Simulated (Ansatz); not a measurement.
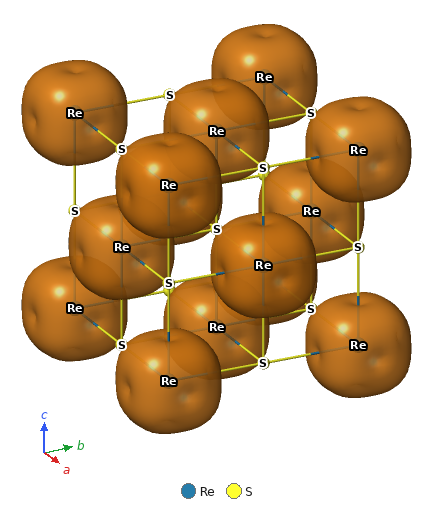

Figure 1: ReS. Isosurface of the spin density (up minus down) at +0.03 e/Å³ (orange), seen at an oblique angle. Sticks mark near contacts.

Space group Fm-3m; started from the rock salt prototype, which need not be the ambient phase; spin-polarised.

Theory: Ansatz, DFT PBE, scalar-relativistic, plane waves, PAW.

In a PAW calculation such maps are meaningful between the atoms, not at the nuclei.

```
Re S
1.0
     4.92340    0.00000    0.00000
     0.00000    4.92340    0.00000
     0.00000    0.00000    4.92340
Re S
4 4
Cartesian
  0.0000 0.0000 0.0000
  2.4617 2.4617 0.0000
  2.4617 0.0000 2.4617
  0.0000 2.4617 2.4617
  2.4617 0.0000 0.0000
  0.0000 2.4617 0.0000
  0.0000 0.0000 2.4617
  2.4617 2.4617 2.4617
```

Q: Which atoms carry the moments, and with what signs?

A: The spin density sits on Re: +0.6 μB (×4) in one cell of 8 atoms: parallel main moments, as they must be, since the calculation's own cell holds one magnetic site. The cell of the calculation (2 atoms) carries 0.9 μB of net spin moment.
